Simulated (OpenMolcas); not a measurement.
# One shape, several levels: SiNHF3 (SMILES [NH][Si](F)(F)F)

We compute a comparison of 6 runs (UHF/STO-3G, UHF/3-21G, UBLYP/6-31G*, UM06-L/6-31G*, UPBE/6-31G*, UB3LYP/6-31G*) of SiNHF3. 

The results are computed with OpenMolcas 26.06.

1 further run of the same task is left out (set aside as unsound or not needed).

### Step 1. The molecule

SiNHF3: 6 atoms, total charge 0, spin state doublet. As SMILES, `[NH][Si](F)(F)F`. The Si2–F3 distance was set to 2.821 Å, away from the relaxed value. At this shape a bond of the SMILES string is far longer than usual.

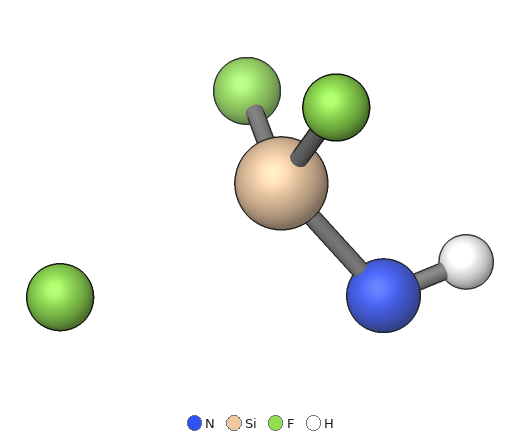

Viewed from a chosen angle; nitrogen blue, silicon light orange, fluorine green, hydrogen white.

### Step 2. A single-point energy at UHF/STO-3G (run 1)

coord.xyz reads:

```xyz
6

N     -0.749948     0.222854     1.887058
Si     0.418152    -0.471346     0.827058
F     -0.087100     0.387600    -1.812600
F      0.347652    -2.043146     0.842958
F      1.876852    -0.022146     1.208758
H     -0.640748    -0.046346     2.866358
```

calc.input reads:

```
* F3HNSi Hartree-Fock
>>> EXPORT MOLCAS_PRINT=2

&GATEWAY
 BASLIB=$CurrDir
 COORD=coord.xyz
 BASIS=STO-3G
 GROUP=NoSym

&SEWARD

&SCF
 UHF
 SPIN=2
 THRESHOLDS=1e-10 1e-07 1e-07 1e-05
 PRORBITALS=1 2
```

The basis set STO-3G is read from a file made from the Basis Set Exchange's data (not shown).

Run with:

```console
export MOLCAS_MEM=1860
pymolcas calc.input > calc.log
```

Standard output:

```text
--- Start Module: gateway ---
[...]
--- Stop Module: gateway /rc=_RC_ALL_IS_WELL_ ---
--- Start Module: seward ---
[...]
      Basis functions           30
--- Stop Module: seward /rc=_RC_ALL_IS_WELL_ ---
--- Start Module: scf ---
[...]
       Convergence after  34 Iterations
[...]
::    Total SCF energy                               -633.9431955249
[...]
      Total spin, S                                     0.9059688666
[...]
      Total electronic charge=   49.000000
      Total            charge=   -0.000000
[...]
      Dipole Moment (debye):
      Origin of the operator (angstrom)=    0.4117   -0.4199    0.5700
                   X=  3.0527E-01               Y= -2.2824E-01               Z= -1.0738E-01           Total=  3.9599E-01
      Quadrupole Moment (debye*angstrom):
[...]
--- Stop Module: scf /rc=_RC_ALL_IS_WELL_ ---
[...]
```

Wall time 2.4 s (1 thread of Intel Xeon Platinum 8375C at 2.90GHz (Ice Lake), shared host); peak memory 0.37 GiB.

### Step 3. A single-point energy at UHF/3-21G (run 2)

mol.xyz reads:

```xyz
6

N     -0.749948     0.222854     1.887058
Si     0.418152    -0.471346     0.827058
F     -0.087100     0.387600    -1.812600
F      0.347652    -2.043146     0.842958
F      1.876852    -0.022146     1.208758
H     -0.640748    -0.046346     2.866358
```

calc.inp reads:

```
&gateway
 baslib
 $CurrDir
 coord
 mol.xyz
 basis
 3-21G
 group
 NoSym

&seward

&scf
 uhf
 spin
 2
 thresholds
 1e-10 1e-07 1e-07 1e-05
 prorbitals
 0
```

The basis set 3-21G is read from a file made from the Basis Set Exchange's data (not shown).

Run with:

```console
export MOLCAS_MEM=1860
pymolcas calc.inp > calc.log
```

Standard output:

```text
--- Start Module: gateway ---
[...]
--- Stop Module: gateway /rc=_RC_ALL_IS_WELL_ ---
--- Start Module: seward ---
[...]
      Basis functions           51
--- Stop Module: seward /rc=_RC_ALL_IS_WELL_ ---
--- Start Module: scf ---
[...]
       Convergence after  75 Iterations
[...]
::    Total SCF energy                               -638.8242224439
[...]
      Total spin, S                                     0.8820302854
[...]
      Total electronic charge=   49.000000
      Total            charge=   -0.000000
[...]
      Dipole Moment (debye):
      Origin of the operator (angstrom)=    0.4117   -0.4199    0.5700
                   X= -3.1289E-01               Y=  3.8499E-02               Z=  9.6690E-01           Total=  1.0170E+00
      Quadrupole Moment (debye*angstrom):
[...]
--- Stop Module: scf /rc=_RC_ALL_IS_WELL_ ---
[...]
```

Run time: 6.6 s. Hardware: 1 thread of Intel Xeon Platinum 8375C at 2.90GHz (Ice Lake), shared host; peak memory 0.38 GiB.

Runs 3 to 5 aren't shown in full; the table further down has their settings and results.

### Step 4. A single-point energy at UB3LYP/6-31G(d) (Cartesian functions) (run 6)

mol.xyz is that of step 3.

job.inp reads:

```
&GATEWAY
BASLIB=$CurrDir
COORD=mol.xyz
BASIS=6-31Gs
GROUP=NoSym
&SEWARD
GRIDINPUT
Grid=UltraFine
End of Grid
&SCF
UHF
SPIN=2
KSDFT=B3LYP
THRESHOLDS=1e-10 1e-07 1e-07 1e-05
PRORBITALS=1 2
```

The basis set 6-31G* is read from a file made from the Basis Set Exchange's data (not shown).

Run with:

```console
export MOLCAS_MEM=1860
pymolcas job.inp > job.log
```

Standard output:

```text
--- Start Module: gateway ---
[...]
--- Stop Module: gateway /rc=_RC_ALL_IS_WELL_ ---
--- Start Module: seward ---
[...]
      Basis functions           81
--- Stop Module: seward /rc=_RC_ALL_IS_WELL_ ---
[...]
--- Start Module: scf ---
[...]
       Convergence after  35 Iterations
[...]
::    Total KS-DFT energy                            -644.3028489276
[...]
      Total spin, S                                     0.6459220464
[...]
      Total electronic charge=   49.000000
      Total            charge=   -0.000000
[...]
      Dipole Moment (debye):
      Origin of the operator (angstrom)=    0.4117   -0.4199    0.5700
                   X=  4.6887E-01               Y= -1.2526E+00               Z=  4.8763E+00           Total=  5.0564E+00
      Quadrupole Moment (debye*angstrom):
[...]
--- Stop Module: scf /rc=_RC_ALL_IS_WELL_ ---
[...]
```

Run time: 46 s. Hardware: 1 thread of Intel Xeon Platinum 8375C at 2.90GHz (Ice Lake), shared host; peak memory 0.45 GiB.

### Step 5. All runs side by side

| run | level | integration grid | Cartesian functions | energy (Eh) | dipole moment (D) | HOMO energy (eV) | LUMO energy (eV) | wall time |
| --- | --- | --- | --- | --- | --- | --- | --- | --- |
| 1 | UHF/STO-3G | – | no | -633.943196 | 0.40 | -6.73 | 5.99 | 2.4 s |
| 2 | UHF/3-21G | – | no | -638.824222 | 1.02 | -10.26 | 1.45 | 6.6 s |
| 3 | UBLYP/6-31G* (spherical functions) | UltraFine | no | -644.248312 | 9.09 | -6.16 | -6.12 | 50 s |
| 4 | UM06-L/6-31G* (spherical functions) | UltraFine | no | -644.239961 | 5.70 | -6.51 | -6.08 | 54 s |
| 5 | UPBE/6-31G* (spherical functions) | UltraFine | no | -643.792029 | 4.48 | -6.52 | -6.33 | 43 s |
| 6 | UB3LYP/6-31G* (Cartesian functions) | UltraFine | yes | -644.302849 | 5.06 | -7.91 | -5.45 | 46 s |

### Step 6. Results

| quantity | value |
| --- | --- |
| run 6: total energy | -644.30285 Eh |
| run 6: dipole moment | 5.06 D |
| run 6: HOMO energy (highest over α and β) | -7.91 eV |
| run 6: LUMO energy (lowest over α and β) | -5.45 eV |
| run 6: ⟨S²⟩ | 1.063 |

What this shows: The dipole moment (its size) runs from 0.40 D (UHF/STO-3G) to 9.09 D (UBLYP/6-31G*). The two ends differ in method and basis. So wide a spread suggests that the runs ended on unlike SCF solutions, not only an effect of the method. Totals of different functionals can't be ranked against each other. In run 1 the basis is minimal, so the values are rough. Spin contamination of the reference: run 1 ⟨S²⟩ = 1.73, run 2 ⟨S²⟩ = 1.66, run 6 ⟨S²⟩ = 1.06. Where it is this large, the reference is a mixture of spin states, and values that rest on it are in doubt. All runs together took 3.4 min, the longest 54 s.
